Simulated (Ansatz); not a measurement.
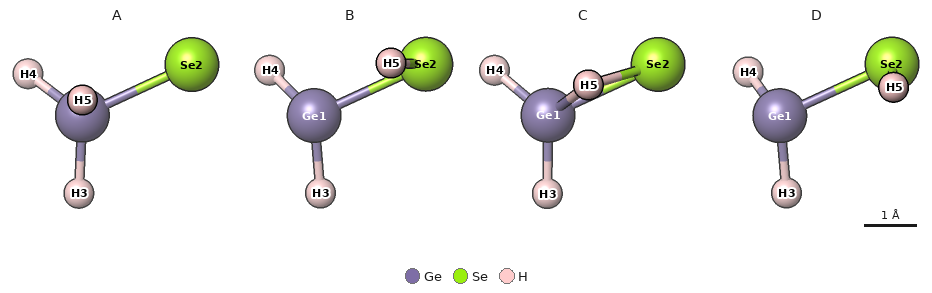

4 geometries from a converged minimum-energy path of GeH$_{3}$Se (multiplicity 2), shuffled. A ball-and-stick model, seen at a tilt.

All numbers below come from Ansatz, UKS BLYP/def2-mTZVP. Set-up: 9 movable images; climbing image; force threshold 0.05 eV/Å; iteration limit 41; starting path through a guess of the saddle point.

Which frame is the top of the path?

C. In order along the path, whose images run from 0 to 10: D (image 2, +0.10 eV), B (image 4, +0.38 eV), C (image 6, +1.14 eV), A (image 8, +0.34 eV). A hydrogen atom shifts from one atom to another. Breaking: Se2–H5 (1.49 → 1.77 at the top → 3.17 Å). Forming: Ge1–H5 (2.92 → 1.77 at the top → 1.55 Å).
